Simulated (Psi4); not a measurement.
# Run report: SiNH₅Cl (charge −1), interaction calculation

SiNH₅Cl, charge −1, computed with B97-D3(BJ)/def2-SVPD, RKS (Psi4 1.11).

The run did not end well.

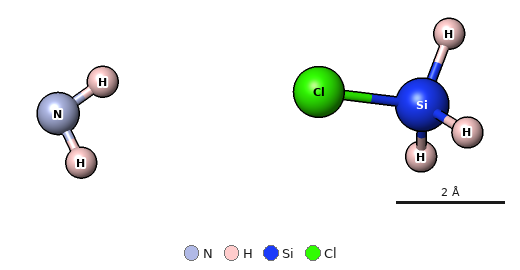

The structure as given in the input (ball-and-stick view, seen at a tilt). Bond lengths as drawn: Cl–Si 2.05 Å, H–N 1.03 Å and H–Si 1.48 Å.

Input (calc.dat)
```
memory 1600 mb

molecule {
  -1 1
  N      0.342200    -0.203000     0.168700
  H      0.125500     0.801200     0.156000
  H     -0.467700    -0.598200    -0.324700
  --
  0 1
  Si    -3.475330     4.356180    -3.395400
  Cl    -1.799200     3.169900    -3.377490
  H     -4.499590     3.736350    -2.523910
  H     -3.970500     4.449920    -4.787710
  H     -3.107900     5.697410    -2.886780
  symmetry c1
  no_reorient
  no_com
}

set basis def2-SVPD
set reference rks

e_tot, wfn = energy("b97-d3bj", bsse_type='vmfc', return_wfn=True)
```

Machine: 1 thread of AMD EPYC (Zen 3), 24 GiB of memory available, shared host.

Command:
```bash
psi4 -i calc.dat -o calc.out -n 1
```

The program's output
```
Psi4 1.11 release

  //>>>>>>>>>>>>>>>>>>>>>>>>>>>>>>>>>>>//
  //   ManyBody Setup: N-Body Levels 2 //
  //<<<<<<<<<<<<<<<<<<<<<<<<<<<<<<<<<<<//

    Model chemistry "(auto)" (§A):          5
        Number of 1-body computations:      4 (nocp: 2, cp: 2, vmfc_compute: 4)
        Number of 2-body computations:      1 (nocp: 1, cp: 1, vmfc_compute: 1)

    -----------------------------------------------------------------------
                               Psi4 1.11 release

    h
    h
    h

    -----------------------------------------------------------------------

    Memory:     1.5 GiB
    Threads:    1
                ecpint, einsums, f̶o̶r̶t̶e̶, gauxc, gcp, g̶d̶m̶a̶, geometric, g̶p̶u̶_̶d̶f̶c̶c̶,
                i̶n̶t̶e̶g̶r̶a̶t̶o̶r̶x̶x̶, i̶p̶i̶, libefp, m̶d̶i̶, m̶p̶2̶d̶, m̶r̶c̶c̶, ooo,
                o̶p̶e̶n̶f̶e̶r̶m̶i̶o̶n̶p̶s̶i̶4̶, pcmsolver, p̶s̶i̶4̶f̶o̶c̶k̶c̶i̶, p̶s̶i̶x̶a̶s̶,
                p̶y̶e̶i̶n̶s̶u̶m̶s̶, r̶e̶s̶p̶, s̶i̶m̶i̶n̶t̶, s̶n̶s̶m̶p̶2̶,
                v̶2̶r̶d̶m̶_̶c̶a̶s̶s̶c̶f̶

   => Loading Basis Set <=

    Name: DEF2-SVPD
    Role: ORBITAL
    Keyword: BASIS

   => B97-D3BJ: Empirical Dispersion <=

        s6 =       1.000000
        s8 =       2.260900
        a1 =       0.554500
        a2 =       3.229700

         ---------------------------------------------------------
                                   SCF
                              RKS Reference
                        1 Threads,   1525 MiB Core
         ---------------------------------------------------------

  ==> Geometry <==

    Molecular point group: c1
    Full point group: C1

    Geometry (in Bohr), charge = -1, multiplicity = 1:

       Center              X                  Y                   Z               Mass
    ------------   -----------------  -----------------  -----------------  -----------------
         N            0.646664280132    -0.383614403468     0.318796797365    14.003074004430
         H            0.237160628745     1.514048571717     0.294797275571     1.007825032230
         H           -0.883824908877    -1.130434168249    -0.613594072936     1.007825032230

  Running in c1 symmetry.

  Rotational constants: A =     13.16403  B =      6.22176  C =      4.22492 [cm^-1]
  Rotational constants: A = 394647.80441  B = 186523.67597  C = 126659.96471 [MHz]
  Nuclear repulsion =    7.542852415995389

  Charge       = -1
  Multiplicity = 1
  Electrons    = 10
  Nalpha       = 5
  Nbeta        = 5

  ==> Algorithm <==

  SCF Algorithm Type is DF.
  DIIS enabled.
  MOM disabled.
  Fractional occupation disabled.
  Guess Type is SAD.
  Energy threshold   = 1.00e-06
  Density threshold  = 1.00e-06
  Integral threshold = 1.00e-12

  ==> Primary Basis <==

  Basis Set: DEF2-SVPD
    Blend: DEF2-SVPD
    Number of shells: 16
    Number of basis functions: 36
    Number of Cartesian functions: 38
    Spherical Harmonics?: true
    Max angular momentum: 2

  ==> DFT Potential <==

   => LibXC <=

    Version 7.1.2

   => Composite Functional: B97-D3BJ <=

    B97-D3BJ GGA Exchange-Correlation Functional

    Deriv               =              1
    GGA                 =           TRUE
    Meta                =          FALSE

    Exchange Hybrid     =          FALSE
    MP2 Hybrid          =          FALSE

   => Exchange-Correlation Functionals <=

    1.0000       Becke 97-D

   => LibXC Density Thresholds  <==

    XC_GGA_XC_B97_D:  1.00E-14

   => Molecular Quadrature <=

    Radial Scheme          =       TREUTLER
    Pruning Scheme         =           NONE
    Nuclear Scheme         =       TREUTLER

    Blocking Scheme        =         OCTREE
    BS radius alpha        =              1
    Pruning alpha          =              1
    Radial Points          =             75
    Spherical Points       =            302
    Total Points           =          66279
    Total Blocks           =            544
    Max Points             =            256
    Max Functions          =             36
    Weights Tolerance      =       1.00E-15

   => Loading Basis Set <=

    Name: (DEF2-SVPD AUX)
    Role: JKFIT
    Keyword: DF_BASIS_SCF

  ==> Integral Setup <==

  DFHelper Memory: AOs need 0.001 GiB; user supplied 1.048 GiB.
  SCF_SUBTYPE=INCORE selected. In-core MEM_DF algorithm will be used.
  Using in-core AOs.

  ==> MemDFJK: Density-Fitted J/K Matrices <==

    J tasked:                   Yes
    K tasked:                    No
    wK tasked:                   No
    Memory [MiB]:              1073
    Algorithm:                 Core
    Schwarz Cutoff:           1E-12
    Mask sparsity (%):       0.0000
    Fitting Condition:        1E-10

   => Auxiliary Basis Set <=

  Basis Set: (DEF2-SVPD AUX)
    Blend: DEF2-UNIVERSAL-JKFIT
    Number of shells: 37
    Number of basis functions: 113
    Number of Cartesian functions: 133
    Spherical Harmonics?: true
    Max angular momentum: 4

  Cached 100.0% of DFT collocation blocks in 0.069 [GiB].

  Minimum eigenvalue in the overlap matrix is 2.9316055240E-03.
  Reciprocal condition number of the overlap matrix is 5.7161621122E-04.
    Using symmetric orthogonalization.

  ==> Pre-Iterations <==

  SCF Guess: Superposition of Atomic Densities via on-the-fly atomic UHF (no occupation information).

   -------------------------
    Irrep   Nso     Nmo
   -------------------------
     A         36      36
   -------------------------
    Total      36      36
   -------------------------

  ==> Iterations <==

                           Total Energy        Delta E     RMS |[F,P]|

   @DF-RKS iter SAD:   -55.43619315254539   -5.54362e+01   0.00000e+00
   @DF-RKS iter   1:   -55.34403855670359    9.21546e-02   2.69717e-02 ADIIS/DIIS
   @DF-RKS iter   2:   -52.71880990049108    2.62523e+00   4.90288e-02 ADIIS/DIIS
   @DF-RKS iter   3:   -55.80898718785166   -3.09018e+00   5.09144e-03 ADIIS/DIIS
   @DF-RKS iter   4:   -55.82193668887278   -1.29495e-02   1.07804e-03 ADIIS/DIIS
   @DF-RKS iter   5:   -55.82269508807847   -7.58399e-04   3.15090e-04 ADIIS/DIIS
   @DF-RKS iter   6:   -55.82275647166134   -6.13836e-05   8.38444e-05 DIIS
   @DF-RKS iter   7:   -55.82276084900291   -4.37734e-06   6.09124e-06 DIIS
   @DF-RKS iter   8:   -55.82276087423820   -2.52353e-08   3.14425e-07 DIIS
  Energy and wave function converged.

  ==> Post-Iterations <==

   Electrons on quadrature grid:
      Ntotal   =   10.0000001687 ; deviation = 1.687e-07

    Orbital Energies [Eh]
    ---------------------

    Doubly Occupied:

       1A    -13.651679     2A     -0.394221     3A     -0.078740
       4A      0.058756     5A      0.128974

    Virtual:

       6A      0.245569     7A      0.316480     8A      0.385391
       9A      0.407384    10A      0.418310    11A      0.428542
      12A      0.437832    13A      0.552627    14A      0.602954
      15A      0.619312    16A      0.639602    17A      0.656743
      18A      0.784619    19A      0.799532    20A      1.059646
      21A      1.183512    22A      1.252246    23A      1.298977
      24A      1.453588    25A      1.592208    26A      1.843385
      27A      1.980508    28A      2.027779    29A      2.112120
      30A      2.329618    31A      2.395410    32A      2.784514
      33A      2.874824    34A      3.038990    35A      3.354031
      36A      3.729804

    Final Occupation by Irrep:
              A
    DOCC [     5 ]
    NA   [     5 ]
    NB   [     5 ]

  @DF-RKS Final Energy:   -55.82276087423820

   => Energetics <=

    Nuclear Repulsion Energy =              7.5428524159953891
    One-Electron Energy =                 -93.3303291740952545
    Two-Electron Energy =                  37.7404630627173603
    DFT Exchange-Correlation Energy =      -7.7741348853089356
    Empirical Dispersion Energy =          -0.0016122935467532
    VV10 Nonlocal Energy =                  0.0000000000000000
    Total Energy =                        -55.8227608742381989

Computation Completed

Properties will be evaluated at   0.000000,   0.000000,   0.000000 [a0]

Properties computed using the SCF density matrix

 Multipole Moments:

 ------------------------------------------------------------------------------------
     Multipole            Electronic (a.u.)      Nuclear  (a.u.)        Total (a.u.)
 ------------------------------------------------------------------------------------

 L = 1.  Multiply by 2.5417464519 to convert [e a0] to [Debye]
 Dipole X            :         -4.6814795            3.8799857           -0.8014938
 Dipole Y            :          2.7771585           -2.3016864            0.4754720
 Dipole Z            :         -2.3079054            1.9127808           -0.3951246
 Magnitude           :                                                    1.0122201

 ------------------------------------------------------------------------------------

	total time  =          2 seconds =       0.03 minutes

    Psi4 run time: 0:00:01.55

    -----------------------------------------------------------------------
                               Psi4 1.11 release

    h
    h
    h

    -----------------------------------------------------------------------

    Memory:     1.5 GiB
    Threads:    1
                ecpint, einsums, f̶o̶r̶t̶e̶, gauxc, gcp, g̶d̶m̶a̶, geometric, g̶p̶u̶_̶d̶f̶c̶c̶,
                i̶n̶t̶e̶g̶r̶a̶t̶o̶r̶x̶x̶, i̶p̶i̶, libefp, m̶d̶i̶, m̶p̶2̶d̶, m̶r̶c̶c̶, ooo,
                o̶p̶e̶n̶f̶e̶r̶m̶i̶o̶n̶p̶s̶i̶4̶, pcmsolver, p̶s̶i̶4̶f̶o̶c̶k̶c̶i̶, p̶s̶i̶x̶a̶s̶,
                p̶y̶e̶i̶n̶s̶u̶m̶s̶, r̶e̶s̶p̶, s̶i̶m̶i̶n̶t̶, s̶n̶s̶m̶p̶2̶,
                v̶2̶r̶d̶m̶_̶c̶a̶s̶s̶c̶f̶

   => Loading Basis Set <=

    Name: DEF2-SVPD
    Role: ORBITAL
    Keyword: BASIS

   => B97-D3BJ: Empirical Dispersion <=

        s6 =       1.000000
        s8 =       2.260900
        a1 =       0.554500
        a2 =       3.229700

         ---------------------------------------------------------
                                   SCF
                              RKS Reference
                        1 Threads,   1525 MiB Core
         ---------------------------------------------------------

  ==> Geometry <==

    Molecular point group: c1
    Full point group: C1

    Geometry (in Bohr), charge = 0, multiplicity = 1:

       Center              X                  Y                   Z               Mass
    ------------   -----------------  -----------------  -----------------  -----------------
         SI          -6.567421895587     8.231987153197    -6.416376086379    27.976926534650
         CL          -3.399995244924     5.990242845089    -6.382531091473    34.968852682000
         H           -8.502992776849     7.060678208854    -4.769498665304     1.007825032230
         H           -7.503157581130     8.409130080197    -9.047460668116     1.007825032230
         H           -5.873079825310    10.766544524445    -5.455223584449     1.007825032230

  Running in c1 symmetry.

  Rotational constants: A =      0.48198  B =      0.00776  C =      0.00765 [cm^-1]
  Rotational constants: A =  14449.49003  B =    232.51709  C =    229.45400 [MHz]
  Nuclear repulsion =   86.337112676969852

  Charge       = 0
  Multiplicity = 1
  Electrons    = 34
  Nalpha       = 17
  Nbeta        = 17

  ==> Algorithm <==

  SCF Algorithm Type is DF.
  DIIS enabled.
  MOM disabled.
  Fractional occupation disabled.
  Guess Type is SAD.
  Energy threshold   = 1.00e-06
  Density threshold  = 1.00e-06
  Integral threshold = 1.00e-12

  ==> Primary Basis <==

  Basis Set: DEF2-SVPD
    Blend: DEF2-SVPD
    Number of shells: 33
    Number of basis functions: 75
    Number of Cartesian functions: 79
    Spherical Harmonics?: true
    Max angular momentum: 2

  ==> DFT Potential <==

   => LibXC <=

    Version 7.1.2

   => Composite Functional: B97-D3BJ <=

    B97-D3BJ GGA Exchange-Correlation Functional

    Deriv               =              1
    GGA                 =           TRUE
    Meta                =          FALSE

    Exchange Hybrid     =          FALSE
    MP2 Hybrid          =          FALSE

   => Exchange-Correlation Functionals <=

    1.0000       Becke 97-D

   => LibXC Density Thresholds  <==

    XC_GGA_XC_B97_D:  1.00E-14

   => Molecular Quadrature <=

    Radial Scheme          =       TREUTLER
    Pruning Scheme         =           NONE
    Nuclear Scheme         =       TREUTLER

    Blocking Scheme        =         OCTREE
    BS radius alpha        =              1
    Pruning alpha          =              1
    Radial Points          =             75
    Spherical Points       =            302
    Total Points           =         109257
    Total Blocks           =            866
    Max Points             =            256
    Max Functions          =             75
    Weights Tolerance      =       1.00E-15

   => Loading Basis Set <=

    Name: (DEF2-SVPD AUX)
    Role: JKFIT
    Keyword: DF_BASIS_SCF

  ==> Integral Setup <==

  DFHelper Memory: AOs need 0.015 GiB; user supplied 0.902 GiB.
  SCF_SUBTYPE=INCORE selected. In-core MEM_DF algorithm will be used.
  Using in-core AOs.

  ==> MemDFJK: Density-Fitted J/K Matrices <==

    J tasked:                   Yes
    K tasked:                    No
    wK tasked:                   No
    Memory [MiB]:               923
    Algorithm:                 Core
    Schwarz Cutoff:           1E-12
    Mask sparsity (%):       0.1778
    Fitting Condition:        1E-10

   => Auxiliary Basis Set <=

  Basis Set: (DEF2-SVPD AUX)
    Blend: DEF2-UNIVERSAL-JKFIT
    Number of shells: 94
    Number of basis functions: 310
    Number of Cartesian functions: 370
    Spherical Harmonics?: true
    Max angular momentum: 4

  Cached 100.0% of DFT collocation blocks in 0.216 [GiB].

  Minimum eigenvalue in the overlap matrix is 5.2358728323E-04.
  Reciprocal condition number of the overlap matrix is 7.9504655573E-05.
    Using symmetric orthogonalization.

  ==> Pre-Iterations <==

  SCF Guess: Superposition of Atomic Densities via on-the-fly atomic UHF (no occupation information).

   -------------------------
    Irrep   Nso     Nmo
   -------------------------
     A         75      75
   -------------------------
    Total      75      75
   -------------------------

  ==> Iterations <==

                           Total Energy        Delta E     RMS |[F,P]|

   @DF-RKS iter SAD:  -751.11060071004158   -7.51111e+02   0.00000e+00
   @DF-RKS iter   1:  -751.27316046805242   -1.62560e-01   3.86675e-03 ADIIS/DIIS
   @DF-RKS iter   2:  -751.29077419677481   -1.76137e-02   3.35414e-03 ADIIS/DIIS
   @DF-RKS iter   3:  -751.32749226125713   -3.67181e-02   5.12924e-04 ADIIS/DIIS
   @DF-RKS iter   4:  -751.32854291868023   -1.05066e-03   7.65469e-05 DIIS
   @DF-RKS iter   5:  -751.32856491789357   -2.19992e-05   4.17695e-05 DIIS
   @DF-RKS iter   6:  -751.32857082819089   -5.91030e-06   5.85159e-06 DIIS
   @DF-RKS iter   7:  -751.32857096724786   -1.39057e-07   8.97873e-07 DIIS
  Energy and wave function converged.

  ==> Post-Iterations <==

   Electrons on quadrature grid:
      Ntotal   =   33.9999984238 ; deviation = -1.576e-06

    Orbital Energies [Eh]
    ---------------------

    Doubly Occupied:

       1A   -100.631949     2A    -65.449451     3A     -9.234676
       4A     -7.076660     5A     -7.069445     6A     -7.069445
       7A     -5.147624     8A     -3.570569     9A     -3.566005
      10A     -3.566005    11A     -0.763061    12A     -0.499815
      13A     -0.361629    14A     -0.347113    15A     -0.347106
      16A     -0.284483    17A     -0.284478

    Virtual:

      18A     -0.035569    19A     -0.003561    20A      0.013734
      21A      0.013745    22A      0.050664    23A      0.063305
      24A      0.063305    25A      0.096561    26A      0.096565
      27A      0.099311    28A      0.114780    29A      0.152790
      30A      0.152795    31A      0.188416    32A      0.188420
      33A      0.211454    34A      0.244195    35A      0.244207
      36A      0.259795    37A      0.266783    38A      0.282869
      39A      0.282875    40A      0.307305    41A      0.340649
      42A      0.340660    43A      0.348111    44A      0.392889
      45A      0.392896    46A      0.402762    47A      0.577552
      48A      0.577558    49A      0.602355    50A      0.612281
      51A      0.612288    52A      0.700470    53A      0.700474
      54A      0.703643    55A      0.805748    56A      0.892723
      57A      0.892730    58A      0.923197    59A      0.923208
      60A      0.945671    61A      0.995485    62A      0.995516
      63A      1.069986    64A      1.099741    65A      1.099752
      66A      1.415894    67A      1.508254    68A      1.608233
      69A      1.608241    70A      1.706749    71A      1.798884
      72A      1.798902    73A      1.955712    74A      2.175885
      75A      2.175943

    Final Occupation by Irrep:
              A
    DOCC [    17 ]
    NA   [    17 ]
    NB   [    17 ]

  @DF-RKS Final Energy:  -751.32857096724786

   => Energetics <=

    Nuclear Repulsion Energy =             86.3371126769698520
    One-Electron Energy =               -1209.9629434409832811
    Two-Electron Energy =                 422.6287861956161009
    DFT Exchange-Correlation Energy =     -50.3235512253847403
    Empirical Dispersion Energy =          -0.0079751734657262
    VV10 Nonlocal Energy =                  0.0000000000000000
    Total Energy =                       -751.3285709672478561

Computation Completed

Properties will be evaluated at   0.000000,   0.000000,   0.000000 [a0]

Properties computed using the SCF density matrix

 Multipole Moments:

 ------------------------------------------------------------------------------------
     Multipole            Electronic (a.u.)      Nuclear  (a.u.)        Total (a.u.)
 ------------------------------------------------------------------------------------

 L = 1.  Multiply by 2.5417464519 to convert [e a0] to [Debye]
 Dipole X            :        171.1900682         -171.6230559           -0.4329877
 Dipole Y            :       -243.0117808          243.3183013            0.3065205
 Dipole Z            :        217.5998066         -217.6044767           -0.0046701
 Magnitude           :                                                    0.5305234

 ------------------------------------------------------------------------------------

	total time  =          2 seconds =       0.03 minutes

    Psi4 run time: 0:00:02.57
```

What the run reported

| quantity | value |
| --- | --- |
| outcome | not converged |
| wall time | 50 s |
| peak memory | 0.67 GiB |

Diagnosis

The run did not converge: “psi4.driver.p4util.exceptions.SCFConvergenceError: Could not converge SCF” Its last values are not results.
